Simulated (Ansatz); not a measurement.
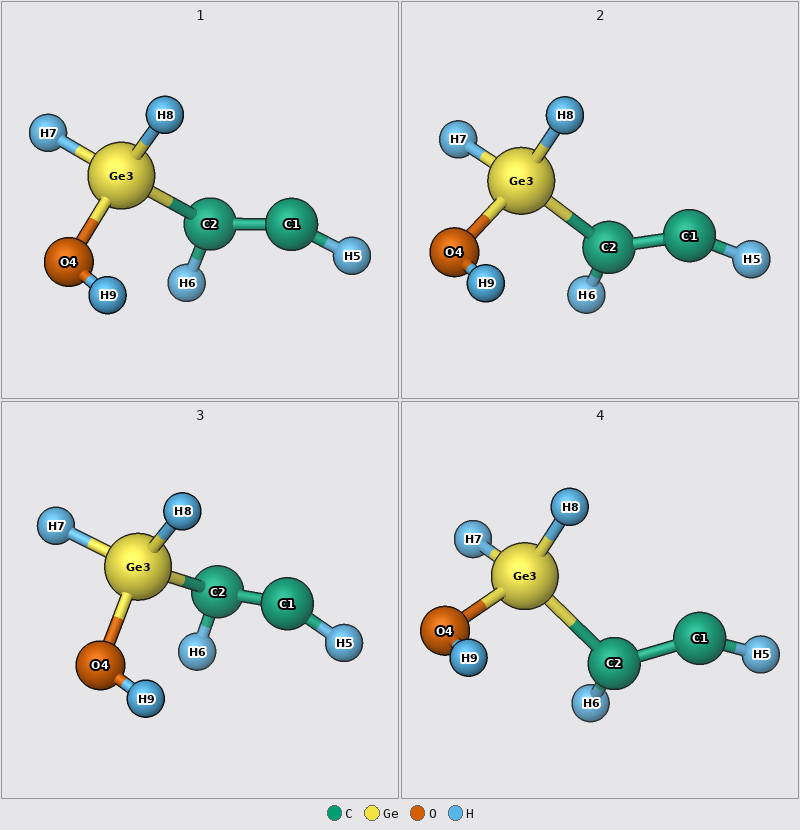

C2H5GeO, SMILES [CH]=[CH][GeH2][OH], spin multiplicity 2. First axis: umbrella angle at C2 (between each of its bonds and their common axis; 90 is planar). Second axis: change of the bonds C2–C1, C2–Ge3, C2–H6, all alike. Nothing is relaxed (all other coordinates rigid). The scan uses a 9 × 9 grid. Points are written as (first, second). All energies are given in eV relative to the lowest grid point. The calculation used UKS B3LYP-D4/def2-TZVP (Ansatz 0.2.0).

The numbered pictures are structures from this grid.

### Rank them by energy, lowest first.

2, at (90°, −0.007 Å): 0.00 eV; 1, at (102°, 0.044 Å): 0.30 eV; 4, at (78°, 0.094 Å): 0.62 eV; 3, at (114°, −0.058 Å): 1.26 eV.

The map, with the structures marked:

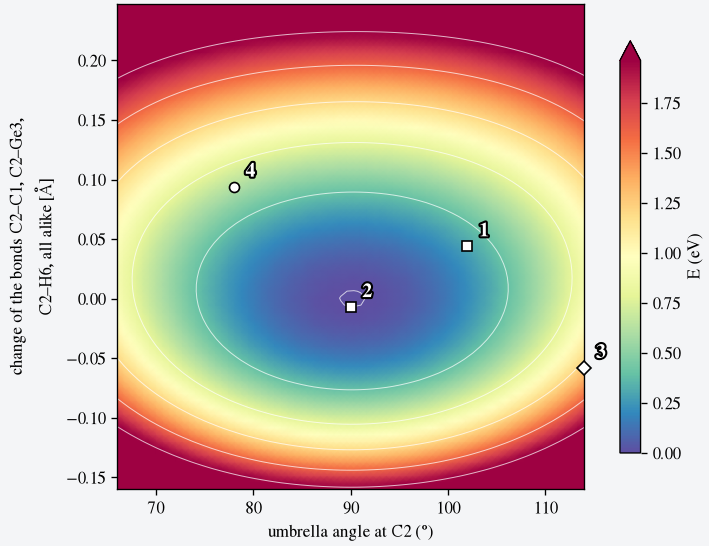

Drawn: a smooth colour map with a few white contour lines, one colour for all values above the top of the scale. Between grid points the surface is interpolated.
